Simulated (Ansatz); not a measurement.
# BLYP/def2-SVP run of C2H6Cl2Si (dichlorodimethylsilane)

Aim: the vertical ionisation energy of C2H6Cl2Si (dichlorodimethylsilane) at BLYP/def2-SVP, from 2 runs. 

Program for the calculation: Ansatz 0.2.0.

81 further runs of the same task are left out: 81 set aside as unsound or not needed.

## 1. The molecule

C2H6Cl2Si has 11 atoms, charge 0, and is taken as a singlet. SMILES: `C[Si](C)(Cl)Cl`. The coordinates come from a PBE0-D4/def2-TZVP relaxation.

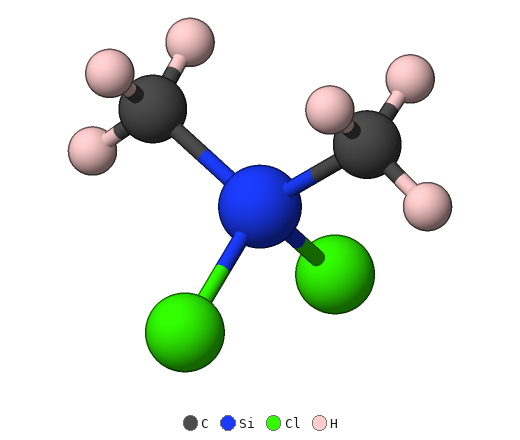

Viewed from a chosen angle; carbon dark grey, silicon blue, chlorine green, hydrogen pink.

## 2. The energy at BLYP/def2-SVP

Contents of in.yaml:

```yaml
crystal:
  periodic: [false, false, false]
  atoms:
    - {symbol: C, position_ang: [-1.474780, 0.260330, 0.569630]}
    - {symbol: Si, position_ang: [0.049440, 0.400780, -0.470390]}
    - {symbol: C, position_ang: [1.413930, -0.753620, 0.009340]}
    - {symbol: Cl, position_ang: [-0.457830, 0.039560, -2.432040]}
    - {symbol: Cl, position_ang: [0.750400, 2.332220, -0.351670]}
    - {symbol: H, position_ang: [-1.240880, 0.476080, 1.614990]}
    - {symbol: H, position_ang: [-2.234960, 0.966850, 0.231850]}
    - {symbol: H, position_ang: [-1.886320, -0.749770, 0.503510]}
    - {symbol: H, position_ang: [1.724400, -0.565080, 1.039920]}
    - {symbol: H, position_ang: [2.278000, -0.616910, -0.643230]}
    - {symbol: H, position_ang: [1.078600, -1.790430, -0.071900]}
basis:
  gaussian: {orbitals: def2-SVP}
hamiltonian: {xc: {name: BLYP}}
accuracy: high
output: {orbitals: {seedname: orbitals}}
```

The run is started by

```
ansatz run in.yaml --threads 1 --pin off --max-ram 3480MiB --events-out events.jsonl --progress --plain --runs-dir runs
```

Standard output:

```text
Warning: RAYON_NUM_THREADS=1 ignored (pool sized by the plan → 1); use --threads N
Functional definition: BLYP
  name "BLYP"
  parameter beta = 0.0042
  parameter a = 0.04918
  parameter b = 0.132
  parameter c = 0.2533
  parameter d = 0.349
  exchange = b88_x(beta = beta)
  correlation = lyp_c(a = a, b = b, c = c, d = d)
2521 factors; integrals over basis functions are off by at most 7.6e-9 eV
mean field evaluation 1: about -35070.5188 eV, gradient 7.5e1 eV
mean field evaluation 2: about -35052.8076 eV, gradient 1.0e2 eV
mean field evaluation 4: about -35084.2561 eV, gradient 6.8e0 eV
mean field evaluation 8: about -35084.3708 eV, gradient 3.8e-2 eV
mean field evaluation 16: about -35084.3708 eV, gradient 5.9e-6 eV
mean field -35084.37081420 eV, -1289.3268463810 hartree, gradient 3.5e-8 eV, S^2 0.000000; 0 other end points of the search recorded, 0 dependent functions left out
reference -35084.37087211 eV, -1289.3268485092 hartree; 33, 33 occupied and 79, 79 virtual orbitals, 2521 factors
Total energy: -35084.37087211 eV, -1289.3268485092 hartree
```

It took 13 s on 1 thread of Arm Neoverse V1, shared host; peak memory 0.33 GiB.

## 3. The doublet cation, same level

Contents of input.yaml:

```yaml
basis:
  gaussian:
    orbitals: def2-SVP
crystal:
  periodic: [false, false, false]
  atoms:
    - {symbol: C, position_ang: [-1.474780, 0.260330, 0.569630]}
    - {symbol: Si, position_ang: [0.049440, 0.400780, -0.470390]}
    - {symbol: C, position_ang: [1.413930, -0.753620, 0.009340]}
    - {symbol: Cl, position_ang: [-0.457830, 0.039560, -2.432040]}
    - {symbol: Cl, position_ang: [0.750400, 2.332220, -0.351670]}
    - {symbol: H, position_ang: [-1.240880, 0.476080, 1.614990]}
    - {symbol: H, position_ang: [-2.234960, 0.966850, 0.231850]}
    - {symbol: H, position_ang: [-1.886320, -0.749770, 0.503510]}
    - {symbol: H, position_ang: [1.724400, -0.565080, 1.039920]}
    - {symbol: H, position_ang: [2.278000, -0.616910, -0.643230]}
    - {symbol: H, position_ang: [1.078600, -1.790430, -0.071900]}
total_charge: 1
magnetization:
  spin_polarized: true
  initial_magnetization: 1
hamiltonian:
  xc: {name: BLYP}
accuracy: high
output:
  orbitals: {seedname: orbitals}
```

The run is started by

```
ansatz run input.yaml --threads 1 --pin off --max-ram 3480MiB --events-out events.jsonl --progress --plain --runs-dir runs
```

Standard output:

```text
Warning: RAYON_NUM_THREADS=1 ignored (pool sized by the plan → 1); use --threads N
[... 9 set-up lines as earlier in the session ...]
2520 factors; integrals over basis functions are off by at most 7.6e-9 eV
mean field evaluation 1: about -35053.9768 eV, gradient 6.4e1 eV
mean field evaluation 2: about -35014.1606 eV, gradient 9.4e1 eV
mean field evaluation 4: about -35072.4296 eV, gradient 1.8e1 eV
mean field evaluation 8: about -35074.5738 eV, gradient 2.6e0 eV
mean field evaluation 16: about -35074.6290 eV, gradient 2.1e-3 eV
mean field evaluation 32: about -35073.3881 eV, gradient 8.4e0 eV
mean field evaluation 64: about -35073.9536 eV, gradient 1.2e0 eV
mean field -35074.62901643 eV, -1288.9688419165 hartree, gradient 2.2e-8 eV, S^2 0.751446; 5 other end points of the search recorded, 0 dependent functions left out
reference -35074.62907107 eV, -1288.9688439243 hartree; 33, 32 occupied and 79, 80 virtual orbitals, 2520 factors
Total energy: -35074.62907107 eV, -1288.9688439243 hartree
```

Run time: 39 s. Hardware: 1 thread of Arm Neoverse V1, shared host; peak memory 0.44 GiB.

## 4. What came out

Level: BLYP/def2-SVP.

```
                                          quantity           value
                   singlet C2H6Cl2Si: total energy  -1289.32685 Eh
                    singlet C2H6Cl2Si: HOMO energy        -6.89 eV
                    singlet C2H6Cl2Si: LUMO energy         0.69 eV
                  singlet C2H6Cl2Si: HOMO–LUMO gap         7.58 eV
                      doublet cation: total energy  -1288.96884 Eh
doublet cation: HOMO energy (highest over α and β)       -12.85 eV
 doublet cation: LUMO energy (lowest over α and β)       -12.60 eV
                              doublet cation: ⟨S²⟩           0.751
vertical ionisation energy (to the doublet cation)        9.742 eV
```

**Reading.** Removing an electron at fixed nuclei costs 9.74 eV (940 kJ/mol). −ε(HOMO) before ionisation, 6.89 eV, is 2.86 eV below this ionisation energy.
